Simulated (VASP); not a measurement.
Band structure of AgI (wurtzite). Computed with PBE GGA with D4 dispersion, VASP's PBE PAW potentials (set 64) (plane waves; VASP).

Unless said otherwise, spin-orbit coupling is left out, though it shifts the bands of the heavy elements here.

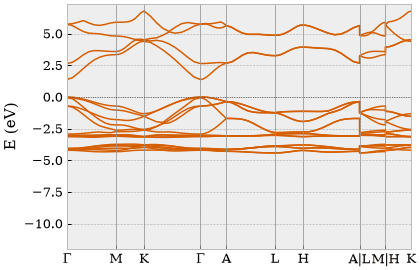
Bands along high-symmetry lines, zero at the valence-band maximum or, without a gap, the Fermi level

**Question.** Read the plot: is there a gap, and where are the band edges?

**Answer.** The gap is direct, 1.37 eV, from the valence maximum at Γ to the conduction minimum at Γ. (Edges off the drawn lines would not show.)

The compound is AgI in the wurtzite structure. It was relaxed first.
